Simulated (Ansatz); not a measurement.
# Ir wire along [100], 12 atoms a period: bands along the axis, part 2 of 2

Wanted: the relaxed geometry and the bands of the Ir wire along [100], 12 atoms a period.

Ansatz 0.2.0; DFT PBE, plane waves, PAW; relaxation of a wire's period; PAW set soft_1 (the session's first sound run).

So far: Set-up; The relaxed wire.

### 2. The relaxed wire (continued)

Relaxation path:

```
step  energy less that of the first step (eV)  largest force component (eV/Å)  pressure (GPa)  volume (Å³)
   1                                   0.0000                          1.9207           -6.86       614.89
   2                                  -1.5750                          1.0591            3.99       596.06
   3                                  -1.9106                          0.2466           -0.87       602.02
   4                                  -1.9407                          0.0801           -0.07       600.63
   5                                  -1.9449                          0.0089           -0.02       601.17
  6*                                  -1.9427                          0.0090           -0.01       601.17
```

Relaxation steps marked * repeat the geometry before them on a plane-wave basis chosen anew for their cell, so energy and pressure can jump there.

Forces are held to the 16 operations that the run works with; a distortion that breaks them can't arise in this run.

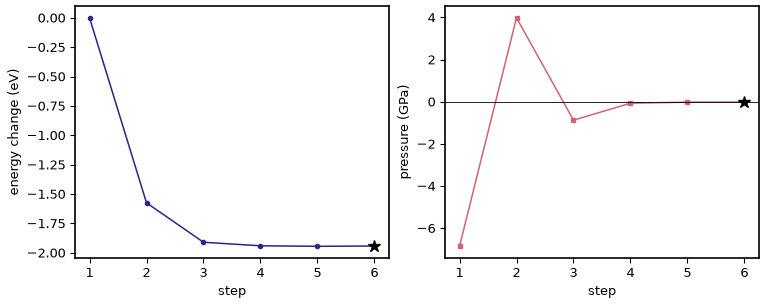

Energy and pressure along the relaxation. Stars mark steps on a basis chosen anew.

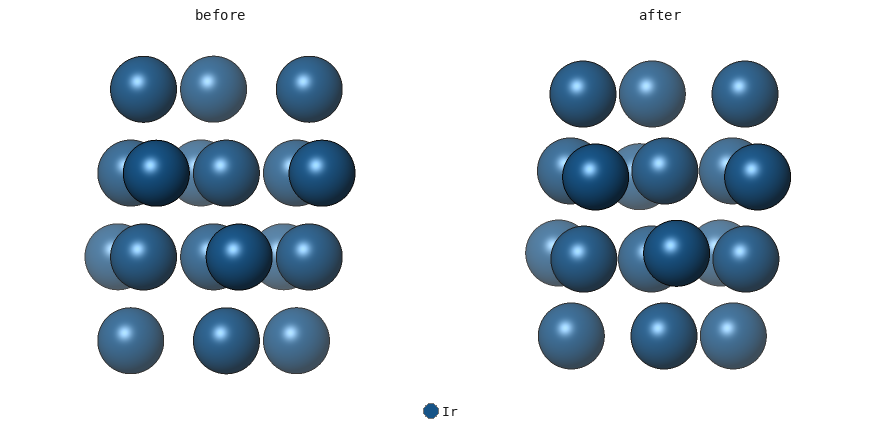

The structure before and after the relaxation, drawn at the same scale.

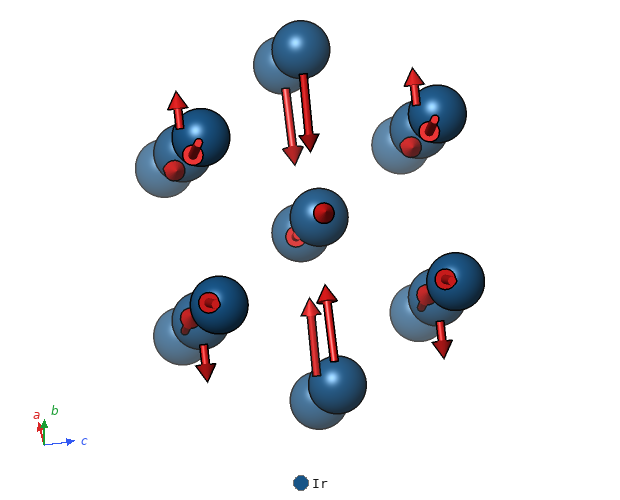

Displacements in the relaxation, exaggerated, measured against the changing cell; the longest in the cell stands for 0.14 Å. Some periodic images of atoms are drawn too.

```
cell as run  before  after  change
      c (Å)   3.870  3.784  -2.2 %
```

The atoms that moved most (Å, along periodic axes as changes of fractional coordinates times the final cell, across vacuum about the mean position):

```
atom      dx      dy     dz  length
 Ir1   0.110  -0.087  0.000   0.140
Ir12  -0.110  -0.087  0.000   0.140
 Ir7   0.110   0.087  0.000   0.140
 Ir6  -0.110   0.087  0.000   0.140
 Ir8   0.087   0.110  0.000   0.140
 Ir4  -0.087   0.110  0.000   0.140
 Ir3   0.087  -0.110  0.000   0.140
Ir11  -0.087  -0.110  0.000   0.140
```

Final coordinates:

```cif
data_structure
_symmetry_space_group_name_H-M 'P 1'
_symmetry_Int_Tables_number 1
_cell_length_a 12.6050
_cell_length_b 12.6050
_cell_length_c 3.7837
_cell_angle_alpha 90.000
_cell_angle_beta 90.000
_cell_angle_gamma 90.000
_cell_volume 601.17
loop_
_atom_site_label
_atom_site_type_symbol
_atom_site_fract_x
_atom_site_fract_y
_atom_site_fract_z
_atom_site_occupancy
Ir1 Ir 0.27849 0.56987 0.00000 1
Ir2 Ir 0.41937 0.41937 0.00000 1
Ir3 Ir 0.43013 0.72151 0.00000 1
Ir4 Ir 0.56987 0.27849 0.00000 1
Ir5 Ir 0.58063 0.58063 0.00000 1
Ir6 Ir 0.72151 0.43013 0.00000 1
Ir7 Ir 0.27849 0.43013 0.50000 1
Ir8 Ir 0.43013 0.27849 0.50000 1
Ir9 Ir 0.41937 0.58063 0.50000 1
Ir10 Ir 0.58063 0.41937 0.50000 1
Ir11 Ir 0.56987 0.72151 0.50000 1
Ir12 Ir 0.72151 0.56987 0.50000 1
```

This step gave:

```
energy at zero smearing    : -143222.9433 eV
cell length along the wire : 3.784 Å
```

The cell's length comes to 3.784 Å with spin left out.

### 3. Bands of the perfect wire

This step: DFT PBE, plane waves, PAW; bands of a perfect wire; PAW set soft_1 (Ansatz 0.2.0).

At the relaxed period the bands are computed along the axis; those that cross an energy going forward count the channels that a perfect wire would open there.

Contents of input.yaml:

```yaml
crystal:
  lattice:
    - [12.605, 0.0, 0.0]
    - [0.0, 12.605, 0.0]
    - [0.0, 0.0, 3.7836667955]
  atoms:
    - { symbol: Ir, position: [0.278494605, 0.56986556, 0.0] }
    - { symbol: Ir, position: [0.419369442, 0.419369442, 0.0] }
    - { symbol: Ir, position: [0.43013444, 0.721505395, 0.0] }
    - { symbol: Ir, position: [0.56986556, 0.278494605, 0.0] }
    - { symbol: Ir, position: [0.580630558, 0.580630558, 0.0] }
    - { symbol: Ir, position: [0.721505395, 0.43013444, 0.0] }
    - { symbol: Ir, position: [0.278494605, 0.43013444, 0.5] }
    - { symbol: Ir, position: [0.43013444, 0.278494605, 0.5] }
    - { symbol: Ir, position: [0.419369442, 0.580630558, 0.5] }
    - { symbol: Ir, position: [0.580630558, 0.419369442, 0.5] }
    - { symbol: Ir, position: [0.56986556, 0.721505395, 0.5] }
    - { symbol: Ir, position: [0.721505395, 0.56986556, 0.5] }
kpoints:
  mp_grid: { grid: [1, 1, 22] }
  band_path: { path: ["Γ", Z], npoints: 90 }
scf:
  occupations: { method: fermi_dirac, width: 0.05 }
hamiltonian:
  xc: pbe
  pseudopotentials: { kind: paw, azcp: { folder: soft_1 } }
output:
  dos: { e_range: [-5, 4] }
  write_potential: true
  write_density: true
  volumetric_format: npy
```

Launch:

```sh
ansatz run input.yaml --threads 4 --pin off --max-ram 16384MiB --backend cpu --events-out ev --progress --plain --runs-dir out
```

Numbers of over 12 decimals in the logs are rounded to 6 here.

Output:

```text
[...]
Crystal: 12 atoms, lattice volume = 601.172 Å³
Basis set: ecut = 420 eV, 11753 PW (Γ)
Bands: 123, of which v1, the nominal top of the filled ones, is band 102 counted from 1 (101 counted from 0)
Symmetry: 16 space group operations
[...]
k-points: 12 of 22
[...]
SCF iter   1: F=—  HF=-143226.632748 eV  |F-HF|=—  |Δ(HF+E_count)|=         —  Δρ=3.06e-2  dr2=1.52e1  ethr=3.10e-3  ⟨swp⟩=8.5  Hψ=6402  notcnv=0  defer=4
[...]
SCF iter  11: F=-143223.058427 eV  HF=-143223.058427 eV  |F-HF|=1.83e-9  |Δ(HF+E_count)|=   7.17e-8  Δρ=9.76e-7  dr2=6.87e-9  ethr=3.21e-11  ⟨swp⟩=2.2  Hψ=4293  notcnv=0
SCF 1 converged in 11 iterations: F = -143223.058427 eV  dr2 = 6.87e-9
[...]
NSCF: frozen V_eff on 91 k-points
WARN: The output density's exchange-correlation potential varies sharply where the density is thin. Do not read a vacuum level from v_tot or v_xc, or from such a field of the output density. On a cell that repeats whose density bears no net charge and no dipole along the vacuum's axis use v_es (v_loc + v_h of the components); under efield.dipole_correction with no amplitude use v_es + v_field, which holds any externa [...]
SCF converged after 11 iterations
Free energy (F): -143223.058427 eV
[...]
Internal energy: -143222.835977 eV  (E = F + TS)
E sigma→0 (E₀):  -143222.947202 eV
Entropy (-TS):   -0.222450 eV (-18.537 meV/atom)
Fermi energy:    3.816877 eV
[...]
--- Band table (eV; the first three rows and the last of 12) ---
  k-point 0: bands = [... 98 lower, 3.4557, 3.5244, 3.5508, 3.9084, 4.1066, 4.1066, 4.1378, 4.1378, ... 17 higher]
  k-point 1: bands = [... 98 lower, 3.5017, 3.5017, 3.7252, 3.9152, 4.0365, 4.0365, 4.0601, 4.2086, ... 17 higher]
  k-point 2: bands = [... 98 lower, 3.5042, 3.5376, 3.8482, 3.8712, 3.9691, 3.9841, 3.9841, 4.2137, ... 17 higher]
  k-point 11: bands = [... 98 lower, 3.6080, 3.6080, 3.7134, 3.7134, 3.8403, 3.8403, 3.9646, 3.9646, ... 17 higher]
```

It took 64 s on 4 threads of Intel Xeon Platinum 8488C (Sapphire Rapids), shared host; peak memory 3.6 GiB.

Numbers from this step:

```
energy at zero smearing : -143222.9472 eV
band gap                : 0 eV
```

Electronic bands along the path, in eV, zero at the Fermi level:

```
point  band 98  band 99  band 100  band 101  band 102  band 103  band 104  band 105
    Γ    -0.36    -0.36     -0.29     -0.27      0.09      0.29      0.29      0.32
    Z    -0.46    -0.21     -0.21     -0.10     -0.10      0.02      0.02      0.15
```

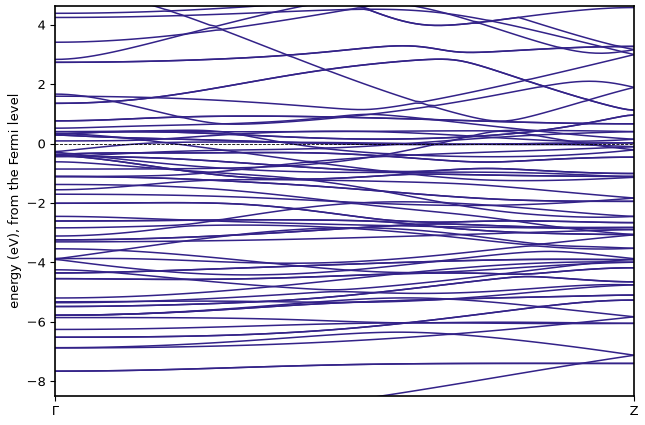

Electronic bands along the path.

Between Γ and Z the bands cross the Fermi level 11 times, so a perfect wire would conduct at least 11 G₀, with spin left out.

### 4. Outcome

| Property | Result |
| --- | --- |
| cell length, PBE | 3.784 Å |
| ballistic conductance by band crossings, a lower bound, PBE | 11 G₀ |

In words: Under PBE the cell's length is 3.78 Å, and the bands cross the Fermi level 11 times between Γ and Z, which gives a perfect wire at least 11 G₀ (opposite crossings within one step of the path cancel in such a count). No spin was allowed, though thin wires with open d shells can turn magnetic. Spin-orbit coupling is left out, which matters for the bands of heavy atoms.

[Logs are printed without paths, hosts, clocks, repeated set-up lines and the standing remarks that a program may print on its own settings, such as how far it seeks lower states.]

[Hosts, paths, dates, database ids (printed as entryN), source tags and the programs' standing remarks are cut or masked in the printed files.]
